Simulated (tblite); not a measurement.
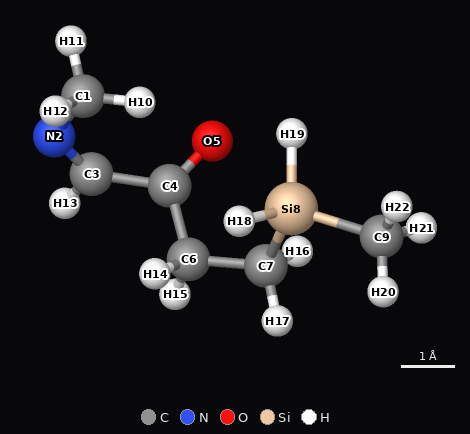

Fig. 1: The structure (ball-and-stick view, seen at a tilt; atoms are numbered from 1 in the order of the input). Bond lengths as drawn: C–C 1.50 to 1.52 Å, C–H 1.08 to 1.10 Å, C–N 1.26 to 1.43 Å, C–O 1.21 Å, C–Si 1.90 to 1.91 Å and H–Si 1.46 to 1.48 Å.

# Run report: C₆H₁₃NOSi, frequency calculation

The run: frequency calculation of C₆H₁₃NOSi. Method and program: GFN2-xTB harmonic vibrations, gas phase (tblite 0.8.0).

It belongs to a series of runs on one base structure; here: H on C replaced by CH=NMe.

### Input file
```
{"job": {"kind": "ir", "xc": "GFN2-xTB", "basis": "xTB"}, "charge": 0, "multiplicity": 1}
C      2.819246    -1.072792     1.161707
N      3.305207     0.151033     0.602814
C      2.638363     0.819207    -0.224684
C      1.265511     0.516527    -0.760545
O      1.029148    -0.405897    -1.500861
C      0.213881     1.483971    -0.267727
C     -1.199101     1.000504    -0.567944
Si    -1.624207    -0.634493     0.320885
C     -3.495186    -0.917633     0.194368
H      1.813338    -1.361105     0.838754
H      3.528963    -1.856023     0.892692
H      2.843056    -0.970006     2.247617
H      3.083946     1.744118    -0.581220
H      0.359390     1.636356     0.805129
H      0.414622     2.444370    -0.756319
H     -1.299912     0.868179    -1.645805
H     -1.902645     1.783029    -0.278363
H     -1.241583    -0.477770     1.737200
H     -0.912980    -1.783213    -0.238853
H     -4.060260    -0.093394     0.619136
H     -3.810703    -1.037192    -0.837848
H     -3.778504    -1.818389     0.728722
```

The first line tells a small driver script what to run in tblite; the rest is the geometry in Å.

Hardware: 1 CPU thread, shared host.

Launch command:
```bash
OMP_NUM_THREADS=1 python <driver script> task.json out
```

### Output
```
mode    cm-1     km/mol
  1     -26.5      1.10
  2      10.6      0.25
  3      27.8      0.62
  4      83.6      5.37
  5     122.0      0.57
  6     125.3      0.72
  7     146.2      0.71
  8     174.7      2.77
  9     194.7      3.81
 10     223.4      5.22
 11     312.7     11.34
 12     411.3      6.35
 13     441.7     37.60
 14     484.0      1.47
 15     552.8      8.13
 16     587.0      2.80
 17     649.5     29.32
 18     685.9     56.62
 19     710.2     88.92
 20     740.8     35.81
 21     764.5     54.35
 22     792.2    249.07
 23     821.3     33.75
 24     833.8     80.89
 25     845.0    204.44
 26     887.9     15.60
 27     923.4      9.95
 28     998.6     68.08
 29    1037.0     15.97
 30    1085.3     17.61
 31    1089.5      1.75
 32    1098.7      5.29
 33    1143.3     14.48
 34    1170.1      5.94
 35    1283.8      3.55
 36    1290.6     14.12
 37    1314.2     15.26
 38    1374.6     10.06
 39    1387.3      1.33
 40    1440.6     14.10
 41    1452.1      1.21
 42    1466.4     11.17
 43    1466.7      7.52
 44    1487.8      0.27
 45    1494.9      0.21
 46    1734.5     56.30
 47    1761.3    184.73
 48    2163.3    336.47
 49    2276.7    242.82
 50    2920.8     20.96
 51    2934.7     49.48
 52    2962.0     17.77
 53    2975.3     43.88
 54    2988.9     12.65
 55    2993.9     22.26
 56    2995.6     27.21
 57    3005.9     13.21
 58    3040.1     38.82
 59    3041.0     20.99
 60    3053.7     24.04
```

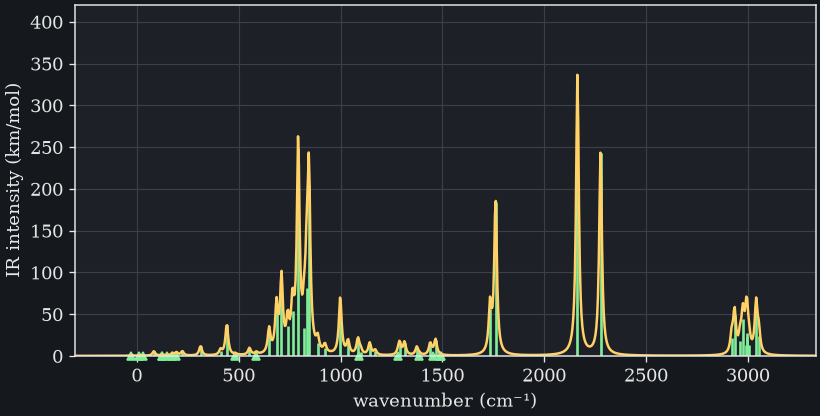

Fig. 2: Harmonic infrared spectrum, unscaled: sticks (degenerate modes added up, dark ones marked on the axis) with a Lorentzian envelope of 16 cm⁻¹ full width, scaled to the tallest stick; imaginary modes are drawn at negative wavenumbers. 60 modes from 26i to 3054 cm⁻¹, 1 imaginary beyond 8i (26i cm⁻¹): not a clean minimum; so soft a mode can be a shallow saddle, an incomplete relaxation or noise of the force constants. The strongest line is at 2163 cm⁻¹ (336 km/mol).

### Results in brief

| quantity | value |
| --- | --- |
| outcome | converged |
| total energy | −765.7393 eV |
| zero-point energy | 109.3360 kcal/mol |
| wall time | 1 s |
| peak memory | 0.18 GiB |
